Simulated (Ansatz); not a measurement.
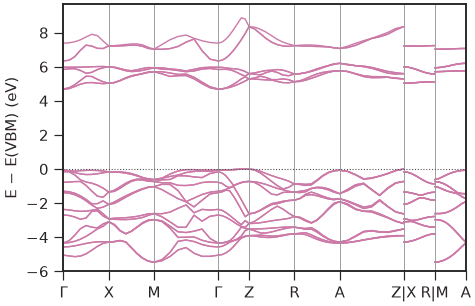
Fig. 1. Band structure from PBE with spin–orbit coupling in the plane-wave PAW code Ansatz

The gap is 4.67 eV; an edge lies off the plotted path or next to a special point (maximum on the Γ–Z line, 97 % of the way from Γ, minimum at Γ).

The material is HfO2 in space group P4_2/nmc (No. 137; Hf on 2a, O on 4d).

This is a known high-temperature phase of the composition, computed here at zero pressure and temperature. The PBE relaxation kept the symmetry of its start; its stability against distortions is not shown here. The run is not spin-polarised.

Potentials: the earlier of the program's two PAW sets.
